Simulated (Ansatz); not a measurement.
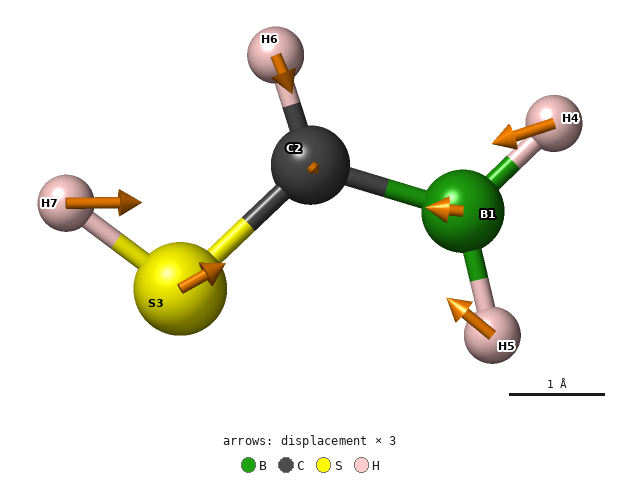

This is a relaxation of CH$_{4}$BS (multiplicity 2). The starting structure is drawn; orange arrows show the displacements, 3 times their true length. The two geometries are superimposed by the best rigid fit.

Style: ball-and-stick. Shown face on.

It is one of the separated reactants of a reaction.

All numbers below come from UKS PBE-D4/def2-SVP (Ansatz).

Input
```yaml
crystal:
  periodic: [false, false, false]
  atoms:
    - {symbol: B, position_ang: [-1.104262, 0.344462, -0.731533]}
    - {symbol: C, position_ang: [0.153250, 0.136102, 0.372102]}
    - {symbol: S, position_ang: [1.520882, -1.141155, 0.026573]}
    - {symbol: H, position_ang: [-2.062583, 1.245685, -0.480250]}
    - {symbol: H, position_ang: [-1.139801, -0.391031, -1.853507]}
    - {symbol: H, position_ang: [0.261334, 0.758920, 1.409652]}
    - {symbol: H, position_ang: [2.371180, -0.952982, 1.256964]}
basis:
  gaussian: {orbitals: def2-SVP}
magnetization: {spin_polarized: true, initial_magnetization: 1}
hamiltonian: {xc: pbe, dispersion: d4}
relax: {f_tol: 0.03, max_steps: 250}
```

Command:
```bash
ansatz run in.yaml --threads 2 --pin off --events-out ev --progress --plain --max-ram 4352MiB
```

Atoms of which element are displaced furthest, and by how much?

Hydrogen: up to 0.27 Å, against 0.19 Å for sulfur.

Describe the change and its energy.

The largest move after the best rigid fit is that of H7, 0.27 Å. By element the largest moves are H 0.27 Å, S 0.19 Å, B 0.13 Å, C 0.04 Å. Some distances before and after: C2–S3 1.903 → 1.724 Å, B1–C2 1.686 → 1.518 Å, S3–H7 1.507 → 1.368 Å, B1–H4 1.339 → 1.217 Å. The energy falls by 29.7 kcal/mol in 5 accepted moves (6 points after the start). Largest force component: 2.3 eV/Å at the start, 0.0019 eV/Å at the end. The line search rejected the trial step at point 5 of the run.
